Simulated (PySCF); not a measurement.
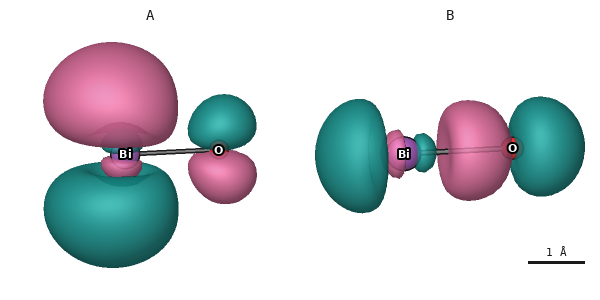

Figure. BiO (charge −1, triplet). Two frontier α-spin orbitals, each drawn at the value that holds 80 % of its norm (teal and pink are the two phases), in no order; of a degenerate pair one member is drawn.

Core potentials replace the inner electrons of Bi.

These are results of PySCF, PBE0/def2-SVPD, non-relativistic Hamiltonian with scalar-relativistic core potentials where named, at a bond length of 2.022 Å, not measurements.

Question: Label each orbital by symmetry, say whether it is occupied, and order them by energy.

Answer: Orbital B: σ, occupied in this spin, −2.57 eV; shared between the atoms (Bi 35 %, O 65 %).
Orbital A: π, occupied in this spin, 0.36 eV; mainly on Bi (80 %).
